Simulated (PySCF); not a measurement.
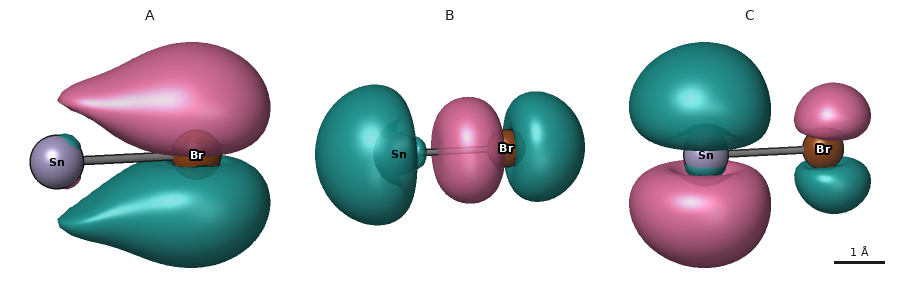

Figure 1: SnBr (charge +1). Three frontier orbitals, each drawn at the value that holds 80 % of its norm (teal and pink are the two phases), in no order; of a degenerate pair one member is drawn.

Core potentials replace the inner electrons of Sn.

Method: PBE0/def2-SVP, non-relativistic Hamiltonian with scalar-relativistic core potentials where named, at a bond length of 2.431 Å (PySCF 2.14.0).

### Label each orbital by symmetry, say whether it is occupied, and order them by energy.

Orbital B: σ, occupied, −14.60 eV; shared between the atoms (Sn 45 %, Br 55 %).
Orbital A: π, occupied, −14.38 eV; mainly on Br (85 %).
Orbital C: π, empty, −8.97 eV; mainly on Sn (85 %).
